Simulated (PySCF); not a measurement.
SMILES O[Se][SeH] at its PBE0/def2-SVP optimised geometry (Å):

```
5

Se     1.2510    -0.7326     0.0000
O      1.6930    -0.5765     1.7440
H      1.6600    -1.4662     2.1212
Se    -1.0593    -0.7326     0.0000
H     -1.2510     0.7326     0.0000
```

Computed with PBE0/def2-TZVP (PySCF). Cells within 0.4 Å of a nucleus heavier than hydrogen are left out (blank, or x).

Map of the electron localisation function on the plane z = 0.0 Å:

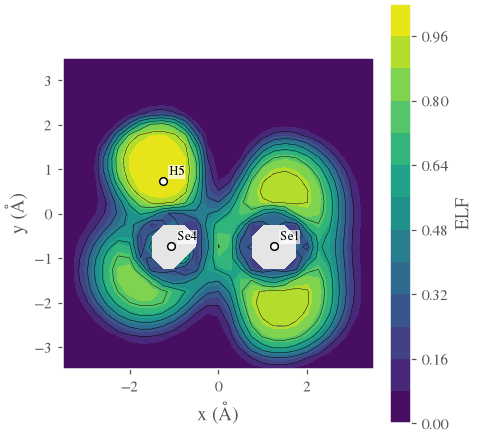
Figure. Electron localisation function on the plane z = 0.0 Å.
